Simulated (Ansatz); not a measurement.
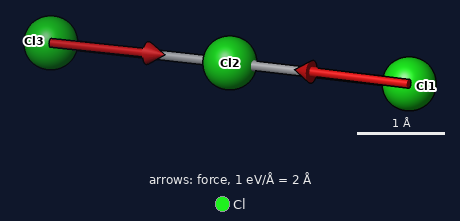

Starting geometry of Cl$_{3}$ (charge −1) with the computed forces as red arrows. The picture is a ball-and-stick view, seen at a tilt.

Level of theory: RKS PBE0-D4/def2-TZVPD (Ansatz). (force threshold 0.005 eV/Å; at most 200 steps)

> Is this structure relaxed? If not, where do the atoms go?

It isn't relaxed: the largest force vector, on Cl atoms, is 0.77 eV/Å. The atoms end up moving mostly along the starting forces (cosine between the two patterns 1.00). The largest moves after the best rigid fit, 0.10 Å, are those of Cl1 and Cl3. Some distances before and after: Cl1–Cl2 2.399 → 2.294 Å. The energy falls by 2.00 kcal/mol in 3 geometry steps. Largest force component: 0.77 eV/Å at the start, 0.0015 eV/Å at the end.
